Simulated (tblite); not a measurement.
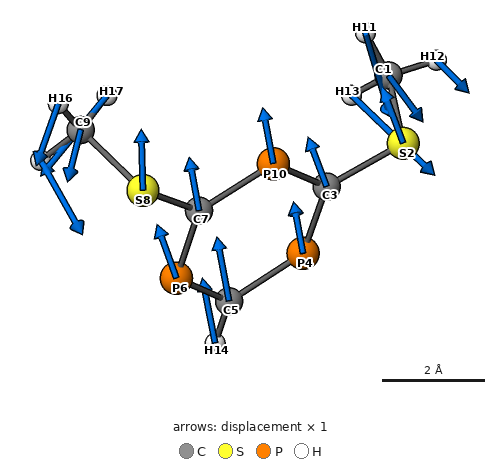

This is a relaxation of C5H7P3S2. The starting structure is drawn; blue arrows show the displacements, at their true length. The two geometries are superimposed by the best rigid fit.

The picture is a ball-and-stick view, seen at a tilt.

Method: tblite 0.8.0, GFN2-xTB geometry optimisation, gas phase. 

Q: What happened in the run?

A: The largest moves after the best rigid fit, 2.41 Å, are those of H atoms. By element the largest moves are H 2.41 Å, C 1.31 Å, S 1.24 Å, P 1.16 Å. Among the contacts that change: C–P 1.721 → 1.754 Å, C–P 1.754 → 1.724 Å, C–H 1.117 → 1.087 Å, C–S 1.795 → 1.814 Å. Among the angles between lasting bonds that change: P–C–P 117.6° → 137.6°, C–P–C 123.5° → 104.3°, S–C–P 123.5° → 108.1°. Groups turn about C–S by about 90°, C–S by about 90°, C–S by about 20°. Over 200 geometry steps the energy falls by 44.6 kcal/mol. Cost: 2.8 s on 1 thread of Arm Neoverse V1, with other jobs on the host.
